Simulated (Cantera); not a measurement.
Charge: 1 mol Si3N4, 0.018 mol CO2, a varied amount of H2, equilibrated at 1348 K and 73.0 Pa.

These are equilibrium values from Cantera (NASA tables, ideal gas, pure condensed phases), not measurements of a reactor. Candidate condensed phases: C, C6H6, C7H8, C8H18, H2O, Si, SiC, SiO2, Si2N2O, Si3N4; 151 gas species. Mutual solubility and eutectic melting of coexisting phases are not modelled. Equilibrium is a limit: real reactors are often held back by kinetics, nucleation or transport.

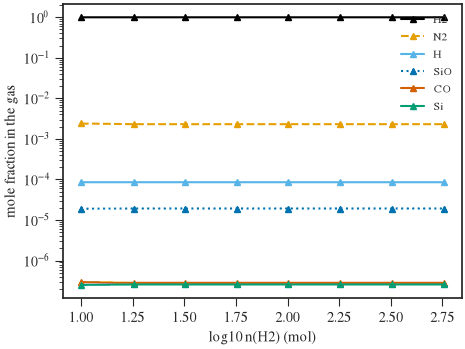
*Equilibrium gas composition (values under 1e-9 drawn at 1e-9)*

Question: Read off the mole fractions at 180 mol H2.

Answer: H2 about 1.00, N2 about 0.0023, H about 8.6e-5, SiO about 1.9e-5, CO about 2.8e-7, Si about 2.6e-7.
